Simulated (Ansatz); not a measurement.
# BHF2 (SMILES FBF) at PBE0/STO-3G

Aim: the vertical singlet–triplet gap of BHF2 at PBE0/STO-3G, from 2 runs. 

The calculation is run with Ansatz 0.2.0.

54 further runs of the same task are left out: 1 that didn't finish, 53 set aside as unsound or not needed.

**1. The structure to begin with**

BHF2: 4 atoms, total charge 0, spin state singlet. As SMILES, `FBF`. The shape is that of a PBE0-D4/def2-TZVP optimisation.

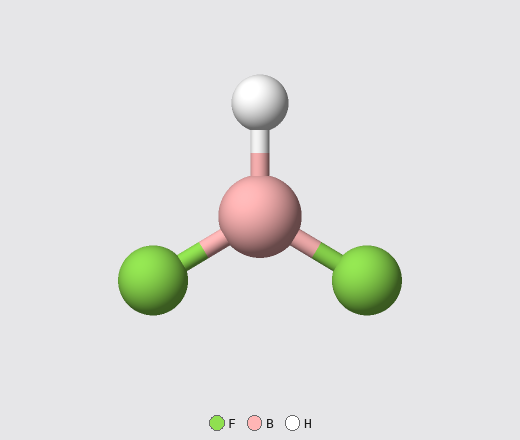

Viewed from a chosen angle; fluorine green, boron pink, hydrogen white.

**2. A single-point energy at PBE0/STO-3G**

File input.yaml:

```yaml
basis:
  gaussian:
    orbitals: STO-3G
crystal:
  periodic: [false, false, false]
  atoms:
    - {symbol: F, position_ang: [1.154300, 0.456900, -0.361900]}
    - {symbol: B, position_ang: [-0.001900, -0.031000, 0.025200]}
    - {symbol: F, position_ang: [-1.095400, 0.528700, -0.438900]}
    - {symbol: H, position_ang: [-0.057000, -0.954600, 0.775600]}
hamiltonian:
  xc: {name: PBE0}
accuracy: high
```

Launch:

```console
ansatz run input.yaml --threads 1 --pin off --max-ram 2610MiB --events-out events.jsonl --progress --plain --runs-dir runs
```

The log of the run:

```text
Warning: RAYON_NUM_THREADS=1 ignored (pool sized by the plan → 1); use --threads N
Functional definition: PBE0
  name "PBE0"
  parameter a = 0.25
  parameter kappa = 0.804
  parameter beta = 0.06672455060314922
  exchange = (1 - a)*pbe_x(kappa = kappa, mu = beta*pi^2/3) + a*exact_x
  correlation = pbe_c(beta = beta)
272 factors; integrals over basis functions are off by at most 4.3e-8 eV
mean field evaluation 1: about -6035.8612 eV, gradient 1.4e1 eV
mean field evaluation 2: about -6035.9735 eV, gradient 1.5e1 eV
mean field evaluation 4: about -6036.5845 eV, gradient 1.2e-1 eV
mean field evaluation 8: about -6036.5679 eV, gradient 1.1e-3 eV
mean field -6036.56793843 eV, -221.8397800045 hartree, gradient 3.1e-8 eV, S^2 0.000000; 0 other end points of the search recorded, 0 dependent functions left out
reference -6036.56793936 eV, -221.8397800387 hartree; 12, 12 occupied and 4, 4 virtual orbitals, 272 factors
Total energy: -6036.56793936 eV, -221.8397800387 hartree
```

It took 0.54 s on 1 thread of Intel Xeon Platinum 8488C (Sapphire Rapids), shared host; peak memory 0.11 GiB.

**3. The triplet**

input.yaml, as its differences from that of step 2:

```diff
@@ -1,4 +1 @@
-basis:
-  gaussian:
-    orbitals: STO-3G
 crystal:
@@ -10,4 +7,10 @@
     - {symbol: H, position_ang: [-0.057000, -0.954600, 0.775600]}
+basis:
+  gaussian:
+    orbitals: STO-3G
 hamiltonian:
   xc: {name: PBE0}
+magnetization:
+  spin_polarized: true
+  initial_magnetization: 2
 accuracy: high
```

Launch:

```console
ansatz run input.yaml --threads 1 --pin off --max-ram 2610MiB --events-out events.jsonl --progress --plain --runs-dir runs
```

The log of the run:

```text
Warning: RAYON_NUM_THREADS=1 ignored (pool sized by the plan → 1); use --threads N
Functional definition: PBE0
  name "PBE0"
  parameter a = 0.25
  parameter kappa = 0.804
  parameter beta = 0.06672455060314922
  exchange = (1 - a)*pbe_x(kappa = kappa, mu = beta*pi^2/3) + a*exact_x
  correlation = pbe_c(beta = beta)
272 factors; integrals over basis functions are off by at most 4.3e-8 eV
mean field evaluation 1: about -6028.6266 eV, gradient 6.0e0 eV
mean field evaluation 2: about -6028.7738 eV, gradient 4.3e0 eV
mean field evaluation 4: about -6028.9011 eV, gradient 2.2e-1 eV
mean field evaluation 8: about -6028.9009 eV, gradient 4.4e-3 eV
mean field evaluation 16: about -6028.9009 eV, gradient 2.7e-6 eV
mean field evaluation 32: about -6028.6001 eV, gradient 2.0e0 eV
mean field -6028.90090007 eV, -221.5580215419 hartree, gradient 8.3e-8 eV, S^2 2.002877; 4 other end points of the search recorded, 0 dependent functions left out
reference -6028.90090107 eV, -221.5580215784 hartree; 13, 11 occupied and 3, 5 virtual orbitals, 272 factors
Total energy: -6028.90090107 eV, -221.5580215784 hartree
```

Wall time 1.2 s (1 thread of Intel Xeon Platinum 8488C (Sapphire Rapids), shared host); peak memory 0.13 GiB.

**4. Summary of results**

At PBE0/STO-3G:

| quantity | value |
| --- | --- |
| singlet: total energy | -221.83978 Eh |
| triplet: total energy | -221.55802 Eh |
| triplet: ⟨S²⟩ | 2.003 |
| vertical energy of the triplet above the singlet | 7.667 eV |

At this shape the triplet lies 7.67 eV (740 kJ/mol) above the singlet. In a minimal basis such a difference can be off by several eV, whatever the method.
